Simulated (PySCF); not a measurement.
**CH₉OPSi₂: NMR shielding calculation**

CH₉OPSi₂, SMILES [SiH3]OC[SiH2]P, computed with GIAO PBE0/6-31G* NMR shielding, non-relativistic, gas phase (PySCF 2.14.0).

The geometry comes from this level: PBE0-D3(BJ)/def2-SVP. Figures and captions count atoms from 1; the log counts them from 0 in places.

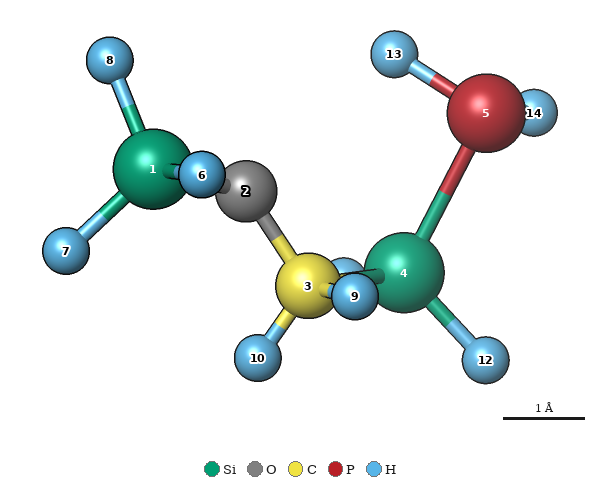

Fig. 1: The structure as given in the input (ball-and-stick view, seen at a tilt; atoms are numbered from 1 in the order of the input).

Results in brief

```csv
quantity,value
outcome,converged
total energy,−1038.518235 hartree
HOMO,−7.33 eV
LUMO,0.30 eV
dipole moment,1.38 D
"isotropic shielding, Si",414.8 to 432.8 ppm
"isotropic shielding, O",340.6 ppm
"isotropic shielding, C",141.4 ppm
"isotropic shielding, P",631.2 ppm
"isotropic shielding, H",26.9 to 30.5 ppm
hardware,"1 CPU thread, shared host"
wall time,15 s
peak memory,0.59 GiB
```

Input
```
{"job": {"kind": "nmr", "xc": "PBE0", "basis": "6-31G*", "pop": true}, "charge": 0, "multiplicity": 1}
Si     1.611207     1.560578    -0.910814
O      0.541084     0.486516    -0.211729
C     -0.374941    -0.280611    -0.966756
Si    -1.394173    -1.310426     0.262509
P     -2.179491     0.172574     1.776792
H      0.872288     2.583866    -1.714881
H      2.563442     0.843171    -1.815545
H      2.347821     2.206746     0.207429
H     -1.055631     0.365463    -1.555900
H      0.143554    -0.940088    -1.690533
H     -0.541069    -2.383316     0.859292
H     -2.546614    -1.949542    -0.446582
H     -0.909547     0.307714     2.413039
H     -2.640556    -0.830489     2.684775
```

The first line tells a small driver script what to run in PySCF; the rest is the geometry in Å.

Launch command:
```bash
OMP_NUM_THREADS=1 python <driver script> task.json out
```

Log
```
coarse grid: 12624 points
cycle   1  E = -1038.5105619192  dE =  1.090e-01  |g| = 6.018e-01  |ddm| = 3.185e+00
cycle   2  E = -1038.3745546719  dE =  1.360e-01  |g| = 1.022e+00  |ddm| = 1.486e+00
cycle   3  E = -1038.5838206758  dE = -2.093e-01  |g| = 5.128e-02  |ddm| = 1.020e+00
cycle   4  E = -1038.5843610654  dE = -5.404e-04  |g| = 2.081e-02  |ddm| = 8.881e-02
cycle   5  E = -1038.5845174463  dE = -1.564e-04  |g| = 4.385e-03  |ddm| = 3.899e-02
cycle   6  E = -1038.5845238965  dE = -6.450e-06  |g| = 6.144e-04  |ddm| = 7.080e-03
final grid: 106544 points
cycle   7  E = -1038.5182226014  dE = -5.747e-06  |g| = 7.319e-03  |ddm| = 1.657e-02
cycle   8  E = -1038.5182122665  dE =  1.033e-05  |g| = 1.035e-02  |ddm| = 1.377e-02
cycle   9  E = -1038.5182344637  dE = -2.220e-05  |g| = 8.733e-04  |ddm| = 7.868e-03
cycle  10  E = -1038.5182346494  dE = -1.857e-07  |g| = 1.104e-04  |ddm| = 9.804e-04
cycle  11  E = -1038.5182346524  dE = -2.935e-09  |g| = 3.594e-05  |ddm| = 1.673e-04
cycle  12  E = -1038.5182346528  dE = -3.733e-10  |g| = 8.659e-06  |ddm| = 5.657e-05
```

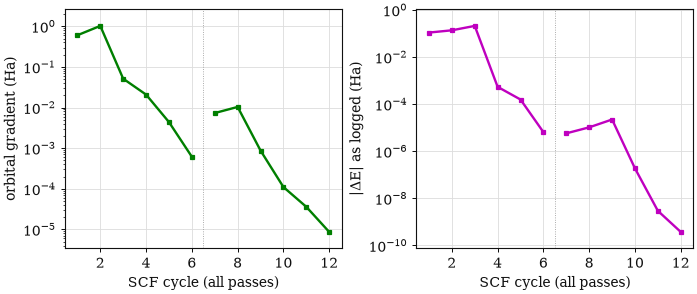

Fig. 2: Convergence of the self-consistent field: orbital gradient and size of the energy change against the SCF cycle. The dotted line marks the change from a coarse to the final integration grid. The first 6 cycles use a coarse grid, the final grid takes over at cycle 7, and the field converges after 12 cycles in all.

```
converged SCF energy = -1038.5182346528

GIAO shielding tensors (ppm)
atom      isotropic    diamagn.    paramagn.     s11        s22        s33       span
  0 Si     414.842     881.236    -466.394    369.139    374.057    501.331    132.192
  1 O      340.559     393.004     -52.445    302.766    338.249    380.663     77.896
  2 C      141.415     244.505    -103.091    114.537    120.167    189.541     75.004
  3 Si     432.832     881.589    -448.757    398.739    435.743    464.013     65.275
  4 P      631.203     966.848    -335.644    586.547    594.937    712.126    125.579
  5 H       26.930      29.134      -2.204     23.592     25.418     31.780      8.189
  6 H       26.899      29.096      -2.196     23.492     25.190     32.016      8.524
  7 H       26.889      29.496      -2.607     23.395     25.291     31.979      8.584
  8 H       28.588      29.615      -1.028     24.304     28.174     33.285      8.981
  9 H       28.343      29.452      -1.110     23.763     28.089     33.177      9.414
 10 H       27.156      29.615      -2.459     23.585     25.393     32.490      8.905
 11 H       27.554      28.652      -1.098     24.373     25.429     32.860      8.487
 12 H       30.036      30.662      -0.626     24.283     28.712     37.113     12.829
 13 H       30.507      28.671       1.837     25.790     26.746     38.985     13.195
```

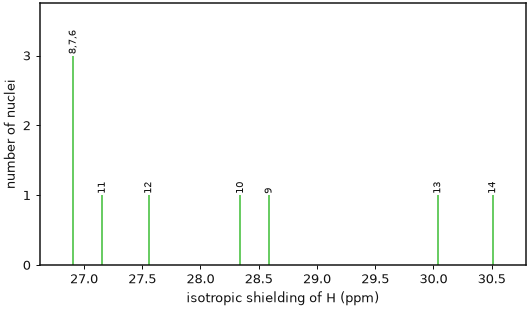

Fig. 3: Isotropic shieldings of the hydrogen nuclei in this fixed geometry, labelled by atom number; shielding grows to the right, so chemical shift grows to the left. The least shielded is H8 (26.9 ppm), the most shielded H14 (30.5 ppm).

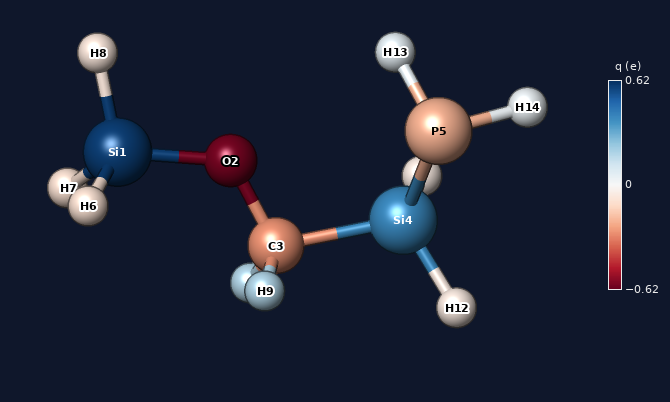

Fig. 4: Mulliken charges, as the colour of each atom (ball-and-stick view, seen at an oblique angle; atoms are numbered from 1 in the order of the input). By element: Si +0.40 to +0.58, O −0.59, C −0.28, P −0.22 and H −0.09 to +0.19 e.
